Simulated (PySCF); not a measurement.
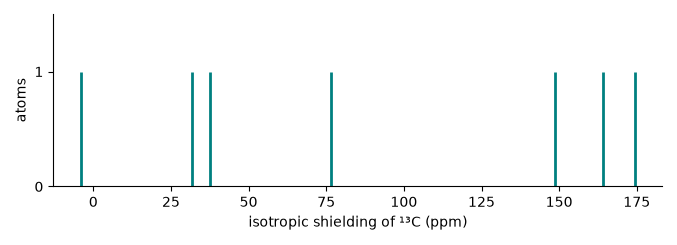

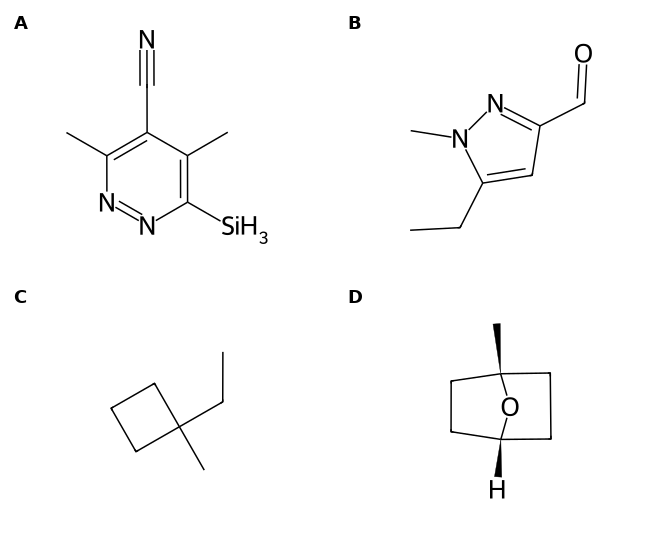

The sticks are computed shieldings of one of the molecules, for one fixed geometry (GFN2-xTB) without averaging over rotations. Low shielding means a high chemical shift. Method: GIAO PBE0/pcSseg-1 NMR shielding, non-relativistic, gas phase (PySCF 2.14.0).

Match the spectrum to a structure.

Answer. B, `CCc1cc(C=O)nn1C`. Its 7 C atoms give lines at −4.0, 31.9, 37.6, 76.5, 148.7, 164.1, 174.3 ppm.

The geometry is semi-empirical. Around Si such bond lengths and angles can be off by a tenth of an ångström or more and by several degrees, and values that hang on the shape move with them.
